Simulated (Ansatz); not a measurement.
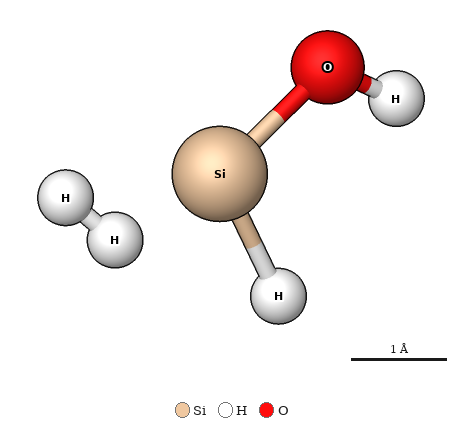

*The starting structure (ball-and-stick view, seen at a tilt).*

Bond lengths as drawn: H–H 0.72 Å, H–O 0.98 Å, H–Si 1.57 Å and O–Si 1.69 Å.

# Geometry relaxation of SiH4O

System: SiH4O.
Method: RKS PBE/def2-SVP (Ansatz 0.2.0).

It belongs to a series of runs on one base structure; here: end point B relaxed.

Input
```yaml
crystal:
  periodic: [false, false, false]
  atoms:
    - { symbol: Si, position_ang: [0.039558, -0.039351, -1.096269] }
    - { symbol: H, position_ang: [1.082454, -0.194764, 1.350667] }
    - { symbol: H, position_ang: [1.641715, 0.124235, 1.02154] }
    - { symbol: O, position_ang: [-0.984343, 1.288781, -0.874048] }
    - { symbol: H, position_ang: [-1.732471, 1.189234, -0.256054] }
    - { symbol: H, position_ang: [-0.692913, -1.048535, -0.146937] }
basis:
  gaussian: { orbitals: def2-SVP }
hamiltonian:
  xc: pbe
relax:
  f_tol: 0.03
  max_steps: 50
output:
  orbitals: {}
```

Launch command:
```bash
ansatz run input.yaml --threads 1 --pin off --max-ram 2048MiB --backend cpu --events-out ev --progress --plain --runs-dir out
```

What the program printed
```
The last accepted step is kept in [file] (removed where the run ends without a failure and the disk answers)
Engine: ansatz 0.2.0, aarch64-unknown-linux-gnu
Functional definition: PBE
  parameter kappa = 0.804
  parameter beta = 0.06672455060314922
  exchange = pbe_x(kappa = kappa, mu = beta*pi^2/3)
  correlation = pbe_c(beta = beta)
571 factors; their error is unknown
mean field evaluation 1: about -9972.4184 eV, gradient 5.4e1 eV
mean field evaluation 2: about -9922.1524 eV, gradient 1.5e2 eV
mean field evaluation 4: about -9977.6890 eV, gradient 4.5e0 eV
mean field evaluation 8: about -9977.7477 eV, gradient 1.0e-1 eV
mean field -9977.74775988 eV, -366.6754670152 hartree, gradient 4.0e-5 eV, S^2 0.000000; 0 other end points of the search recorded, 0 dependent functions left out
the calculation of the forces begins
reference -9977.74778947 eV, -366.6754681028 hartree; 13, 13 occupied and 39, 39 virtual orbitals, 571 factors
relax step   1: F+E_penalty+E_count = -9977.74775988 eV  Δ(F+E_penalty+E_count) = +0.000e0 eV  max|allowed force component| = 1.480e0 eV/Å  Δτ_max = 0.0000 Å  (24 SCF iters, accepted)
these checks for a lower state are left out or cut short: starts, cluster_reference, orbital_swaps, neighbouring_geometries, increment
571 factors; their error is unknown
mean field evaluation 16: about -9977.8118 eV, gradient 2.2e0 eV
mean field -9977.79584634 eV, -366.6772341601 hartree, gradient 7.7e-6 eV, S^2 0.000000; 0 other end points of the search recorded, 0 dependent functions left out
the calculation of the forces begins
reference -9977.79587575 eV, -366.6772352407 hartree; 13, 13 occupied and 39, 39 virtual orbitals, 571 factors
relax step   2: F+E_penalty+E_count = -9977.79584634 eV  Δ(F+E_penalty+E_count) = -4.809e-2 eV  max|allowed force component| = 2.390e-1 eV/Å  Δτ_max = 0.0878 Å  (27 SCF iters, accepted)
these checks for a lower state are left out or cut short: starts, cluster_reference, orbital_swaps, neighbouring_geometries, increment
571 factors; their error is unknown
mean field -9977.79476957 eV, -366.6771945894 hartree, gradient 7.4e-6 eV, S^2 0.000000; 0 other end points of the search recorded, 0 dependent functions left out
the calculation of the forces begins
reference -9977.79479897 eV, -366.6771956698 hartree; 13, 13 occupied and 39, 39 virtual orbitals, 571 factors
relax step   3: F+E_penalty+E_count = -9977.79476957 eV  Δ(F+E_penalty+E_count) = +1.077e-3 eV  max|allowed force component| = 1.579e-1 eV/Å  Δτ_max = 0.1165 Å  (27 SCF iters, rejected (line search))
these checks for a lower state are left out or cut short: starts, cluster_reference, orbital_swaps, neighbouring_geometries, increment
571 factors; their error is unknown
mean field evaluation 32: about -9977.8009 eV, gradient 7.7e-2 eV
mean field -9977.80093958 eV, -366.6774213332 hartree, gradient 9.8e-6 eV, S^2 0.000000; 0 other end points of the search recorded, 0 dependent functions left out
the calculation of the forces begins
reference -9977.80096894 eV, -366.6774224122 hartree; 13, 13 occupied and 39, 39 virtual orbitals, 571 factors
relax step   4: F+E_penalty+E_count = -9977.80093958 eV  Δ(F+E_penalty+E_count) = -5.093e-3 eV  max|allowed force component| = 7.081e-2 eV/Å  Δτ_max = 0.0560 Å  (26 SCF iters, accepted)
these checks for a lower state are left out or cut short: starts, cluster_reference, orbital_swaps, neighbouring_geometries, increment
571 factors; their error is unknown
mean field -9977.80251239 eV, -366.6774791331 hartree, gradient 8.6e-6 eV, S^2 0.000000; 0 other end points of the search recorded, 0 dependent functions left out
the calculation of the forces begins
reference -9977.80254158 eV, -366.6774802057 hartree; 13, 13 occupied and 39, 39 virtual orbitals, 571 factors
relax step   5: F+E_penalty+E_count = -9977.80251239 eV  Δ(F+E_penalty+E_count) = -1.573e-3 eV  max|allowed force component| = 5.825e-2 eV/Å  Δτ_max = 0.0430 Å  (27 SCF iters, accepted)
these checks for a lower state are left out or cut short: starts, cluster_reference, orbital_swaps, neighbouring_geometries, increment
571 factors; their error is unknown
mean field -9977.80393791 eV, -366.6775315199 hartree, gradient 8.3e-6 eV, S^2 0.000000; 0 other end points of the search recorded, 0 dependent functions left out
the calculation of the forces begins
reference -9977.80396682 eV, -366.6775325822 hartree; 13, 13 occupied and 39, 39 virtual orbitals, 571 factors
relax step   6: F+E_penalty+E_count = -9977.80393791 eV  Δ(F+E_penalty+E_count) = -1.426e-3 eV  max|allowed force component| = 7.007e-2 eV/Å  Δτ_max = 0.0782 Å  (27 SCF iters, accepted)
these checks for a lower state are left out or cut short: starts, cluster_reference, orbital_swaps, neighbouring_geometries, increment
571 factors; their error is unknown
mean field -9977.80451280 eV, -366.6775526465 hartree, gradient 8.6e-6 eV, S^2 0.000000; 0 other end points of the search recorded, 0 dependent functions left out
the calculation of the forces begins
reference -9977.80454162 eV, -366.6775537059 hartree; 13, 13 occupied and 39, 39 virtual orbitals, 571 factors
relax step   7: F+E_penalty+E_count = -9977.80451280 eV  Δ(F+E_penalty+E_count) = -5.749e-4 eV  max|allowed force component| = 3.844e-2 eV/Å  Δτ_max = 0.0206 Å  (27 SCF iters, accepted)
these checks for a lower state are left out or cut short: starts, cluster_reference, orbital_swaps, neighbouring_geometries, increment
571 factors; their error is unknown
mean field evaluation 64: about -9977.8047 eV, gradient 8.4e-6 eV
mean field -9977.80473555 eV, -366.6775608325 hartree, gradient 8.4e-6 eV, S^2 0.000000; 0 other end points of the search recorded, 0 dependent functions left out
the calculation of the forces begins
reference -9977.80476441 eV, -366.6775618930 hartree; 13, 13 occupied and 39, 39 virtual orbitals, 571 factors
relax step   8: F+E_penalty+E_count = -9977.80473555 eV  Δ(F+E_penalty+E_count) = -2.228e-4 eV  max|allowed force component| = 3.083e-2 eV/Å  Δτ_max = 0.0176 Å  (28 SCF iters, accepted)
these checks for a lower state are left out or cut short: starts, cluster_reference, orbital_swaps, neighbouring_geometries, increment
571 factors; their error is unknown
mean field -9977.80387528 eV, -366.6775292183 hartree, gradient 8.3e-6 eV, S^2 0.000000; 0 other end points of the search recorded, 0 dependent functions left out
the calculation of the forces begins
reference -9977.80390415 eV, -366.6775302789 hartree; 13, 13 occupied and 39, 39 virtual orbitals, 571 factors
relax step   9: F+E_penalty+E_count = -9977.80387528 eV  Δ(F+E_penalty+E_count) = +8.603e-4 eV  max|allowed force component| = 8.421e-2 eV/Å  Δτ_max = 0.0381 Å  (27 SCF iters, rejected (line search))
these checks for a lower state are left out or cut short: starts, cluster_reference, orbital_swaps, neighbouring_geometries, increment
571 factors; their error is unknown
mean field -9977.80484638 eV, -366.6775649053 hartree, gradient 8.2e-6 eV, S^2 0.000000; 0 other end points of the search recorded, 0 dependent functions left out
the calculation of the forces begins
reference -9977.80487522 eV, -366.6775659654 hartree; 13, 13 occupied and 39, 39 virtual orbitals, 571 factors
relax step  10: F+E_penalty+E_count = -9977.80484638 eV  Δ(F+E_penalty+E_count) = -1.108e-4 eV  max|allowed force component| = 1.679e-2 eV/Å  Δτ_max = 0.0191 Å  (27 SCF iters, accepted)
```

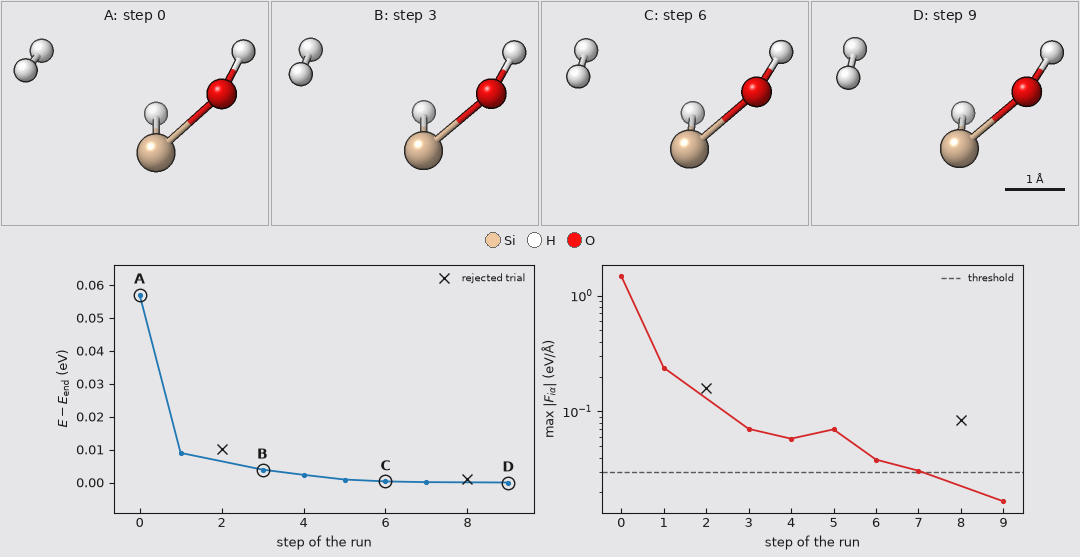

*Frames of the relaxation (ball-and-stick view, seen at a tilt) above the curves, on which the letters mark them (the first geometry is step 0 here and step 1 in the log).*

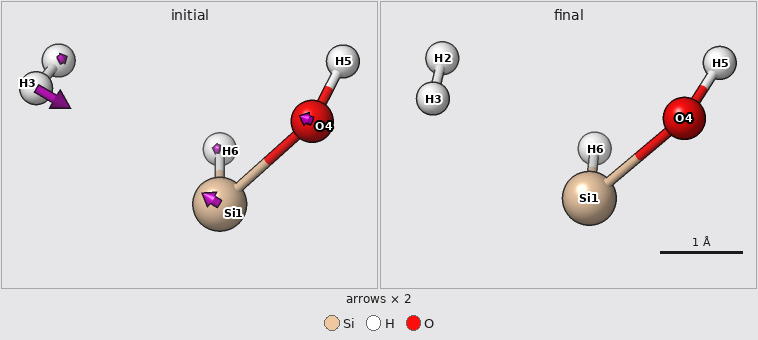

*Before (left) and after (right) the relaxation, at one scale (ball-and-stick view, seen at a tilt). The pink arrows give the displacements, magnified 2 times.*

The energy falls by 0.057 eV in 9 geometry steps. Largest force component: 1.5 eV/Å at the start, 0.017 eV/Å at the end. The line search rejected the trial steps at points 2, 8 (counted from 0) and went back. The atom that moves furthest after the best rigid fit is H3 (0.25 Å). Largest moves by element: H 0.25 Å, Si 0.14 Å, O 0.09 Å. Among the contacts that change: H2–H3 0.723 → 0.783 Å. (Atoms are counted from 1 in the order of the input.)

```
571 factors; their error is unknown
mean field -9977.80484638 eV, -366.6775649053 hartree, gradient 8.2e-6 eV, S^2 0.000000; 1 other end points of the search recorded, 0 dependent functions left out
the calculation of the forces begins
reference -9977.80487522 eV, -366.6775659654 hartree; 13, 13 occupied and 39, 39 virtual orbitals, 571 factors
Total energy: -9977.80487522 eV, -366.6775659654 hartree
Atom 0 at     0.123070    -0.027052    -0.989794 Å, force    -0.003896     0.000420    -0.001501 eV/Å
Atom 1 at     1.019146    -0.182436     1.354931 Å, force     0.012115     0.008715    -0.011261 eV/Å
Atom 2 at     1.492694     0.135167     0.818626 Å, force    -0.008135    -0.006251     0.016790 eV/Å
Atom 3 at    -0.916072     1.296654    -0.812819 Å, force    -0.005812    -0.004472     0.001018 eV/Å
Atom 4 at    -1.707838     1.168072    -0.258473 Å, force     0.007331     0.002964    -0.000799 eV/Å
Atom 5 at    -0.657000    -1.070805    -0.113572 Å, force    -0.001604    -0.001376    -0.004247 eV/Å
Dipole moment:    -0.214956    -0.053685     0.291396 e Å
```

Trajectory as extended XYZ (Å, eV, eV/Å), 10 frames, from step=1 to step=10
```
6
Properties=species:S:1:pos:R:3:forces:R:3 step=1 energy=-9977.74776
Si    0.0396   -0.0394   -1.0963    0.0031   0.0659  -0.0446
H     1.0825   -0.1948    1.3507   -1.4805  -0.8648   0.9159
H     1.6417    0.1242    1.0215    1.4714   0.8571  -0.9091
O    -0.9843    1.2888   -0.8740    0.0139   0.0153  -0.0002
H    -1.7325    1.1892   -0.2561    0.0169  -0.0245  -0.0156
H    -0.6929   -1.0485   -0.1469   -0.0248  -0.0489   0.0536
6
Properties=species:S:1:pos:R:3:forces:R:3 step=2 energy=-9977.79585
Si    0.0449   -0.0327   -1.0971    0.0030   0.0283   0.1116
H     1.1008   -0.2263    1.4273    0.2338   0.1744  -0.2390
H     1.6026    0.1397    0.9445   -0.2343  -0.1696   0.2015
O    -0.9728    1.2980   -0.8655   -0.0308   0.0026  -0.0425
H    -1.7390    1.1846   -0.2720    0.0486  -0.0095   0.0024
H    -0.6824   -1.0438   -0.1383   -0.0204  -0.0261  -0.0340
6
Properties=species:S:1:pos:R:3:forces:R:3 step=3 energy=-9977.79477 accepted=F
Si    0.0919   -0.0059   -1.0249   -0.0969   0.0485  -0.0606
H     1.0354   -0.2401    1.3318    0.1354   0.0760  -0.0473
H     1.6105    0.1194    0.9413   -0.1579  -0.0630   0.0504
O    -0.9967    1.2879   -0.8936    0.0946  -0.0351   0.1123
H    -1.7383    1.1865   -0.2668    0.0076  -0.0262  -0.0849
H    -0.6488   -1.0282   -0.0889    0.0172  -0.0001   0.0301
6
Properties=species:S:1:pos:R:3:forces:R:3 step=4 energy=-9977.80094
Si    0.0742   -0.0187   -1.0515   -0.0337   0.0378   0.0431
H     1.0740   -0.2336    1.3838    0.0640   0.0494  -0.0520
H     1.5882    0.1303    0.9248   -0.0708  -0.0388   0.0313
O    -0.9764    1.2969   -0.8709    0.0319  -0.0264   0.0072
H    -1.7414    1.1834   -0.2763    0.0179  -0.0133  -0.0158
H    -0.6646   -1.0386   -0.1109   -0.0094  -0.0087  -0.0138
6
Properties=species:S:1:pos:R:3:forces:R:3 step=5 energy=-9977.80251
Si    0.0930   -0.0214   -1.0267   -0.0358   0.0477   0.0260
H     1.0454   -0.2244    1.3530   -0.0373  -0.0239   0.0500
H     1.5595    0.1363    0.8970    0.0300   0.0319  -0.0582
O    -0.9557    1.2975   -0.8513    0.0287  -0.0473   0.0040
H    -1.7319    1.1787   -0.2725    0.0228  -0.0056  -0.0084
H    -0.6563   -1.0471   -0.1006   -0.0083  -0.0029  -0.0133
6
Properties=species:S:1:pos:R:3:forces:R:3 step=6 energy=-9977.80394
Si    0.1202   -0.0281   -0.9987   -0.0547   0.0302   0.0123
H     1.0061   -0.2076    1.3268   -0.0567  -0.0340   0.0701
H     1.5023    0.1498    0.8455    0.0614   0.0415  -0.0648
O    -0.9262    1.2935   -0.8283    0.0197  -0.0401   0.0263
H    -1.7040    1.1743   -0.2515    0.0241  -0.0023  -0.0281
H    -0.6445   -1.0624   -0.0949    0.0062   0.0047  -0.0158
6
Properties=species:S:1:pos:R:3:forces:R:3 step=7 energy=-9977.80451
Si    0.1200   -0.0358   -0.9968   -0.0098   0.0379  -0.0032
H     1.0039   -0.1935    1.3320   -0.0048   0.0002   0.0178
H     1.4927    0.1563    0.8329    0.0057  -0.0044  -0.0136
O    -0.9120    1.2943   -0.8133   -0.0106  -0.0384   0.0119
H    -1.6979    1.1726   -0.2484    0.0257   0.0047  -0.0155
H    -0.6527   -1.0742   -0.1075   -0.0062   0.0001   0.0026
6
Properties=species:S:1:pos:R:3:forces:R:3 step=8 energy=-9977.80474
Si    0.1181   -0.0319   -0.9988   -0.0100   0.0182   0.0087
H     1.0143   -0.1923    1.3460    0.0308   0.0258  -0.0278
H     1.4967    0.1484    0.8318   -0.0289  -0.0261   0.0272
O    -0.9170    1.2951   -0.8170   -0.0078  -0.0227   0.0096
H    -1.7028    1.1719   -0.2524    0.0184   0.0027  -0.0125
H    -0.6553   -1.0715   -0.1107   -0.0024   0.0021  -0.0052
6
Properties=species:S:1:pos:R:3:forces:R:3 step=9 energy=-9977.80387 accepted=F
Si    0.1171   -0.0311   -0.9943    0.0018  -0.0251  -0.0540
H     1.0290   -0.1668    1.3638   -0.0574  -0.0440   0.0842
H     1.5132    0.1360    0.8357    0.0420   0.0324  -0.0708
O    -0.9207    1.2920   -0.8169    0.0466   0.0403  -0.0063
H    -1.7036    1.1679   -0.2514   -0.0600  -0.0100   0.0184
H    -0.6810   -1.0784   -0.1380    0.0269   0.0063   0.0284
6
Properties=species:S:1:pos:R:3:forces:R:3 step=10 energy=-9977.80485
Si    0.1231   -0.0271   -0.9898   -0.0039   0.0004  -0.0015
H     1.0191   -0.1824    1.3549    0.0121   0.0087  -0.0113
H     1.4927    0.1352    0.8186   -0.0081  -0.0063   0.0168
O    -0.9161    1.2967   -0.8128   -0.0058  -0.0045   0.0010
H    -1.7078    1.1681   -0.2585    0.0073   0.0030  -0.0008
H    -0.6570   -1.0708   -0.1136   -0.0016  -0.0014  -0.0042
```

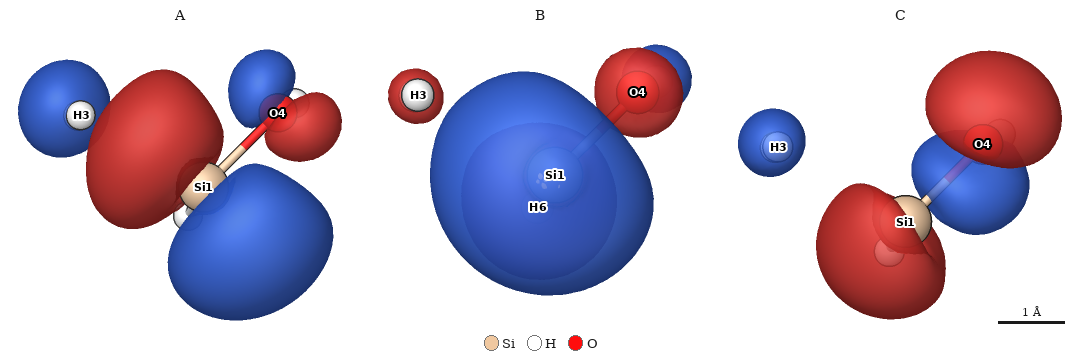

*Three frontier orbitals at ±0.1 Å⁻³ᐟ² (red and blue are the two phases).*

C is the HOMO−1 (−7.78 eV). Its weight (Hirshfeld) is mainly on O4 (60 %), Si1 (25 %) and H6 (10 %). B is the HOMO (−5.44 eV). It lies mainly on Si1 (70 %) and H6 (20 %). A is the LUMO (−2.26 eV). By Hirshfeld shares it lies mainly on Si1 (70 %) and O4 (10 %). The HOMO–LUMO gap is 3.18 eV between the orbital energies.

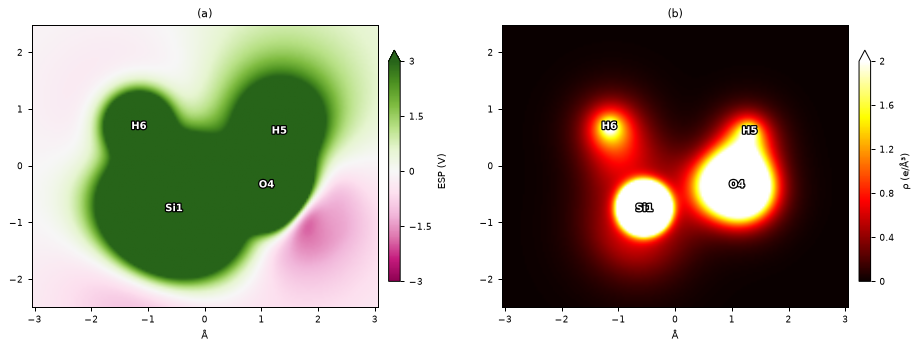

*(a) molecular electrostatic potential; (b) total electron density on the plane of atoms O4, Si1 and H6.*

The section cuts through Si, O and H sites. O–H (0.98 Å): ρ is about 3.6 e/Å³ halfway, with its minimum of 2.3 e/Å³ about 0.8 Å from O. Si–H (1.57 Å): ρ at the midpoint is about 0.69 e/Å³.

Results in brief

- outcome: converged
- total energy: −9977.8049 eV
- mean-field energy: −9977.8049 eV
- largest force (length of the vector) at the end: 0.020 eV/Å
- hardware: 1 thread of Arm Neoverse V2, 24 GiB of memory available, shared host
- wall time: 8.5 s
- peak memory: 0.086 GiB
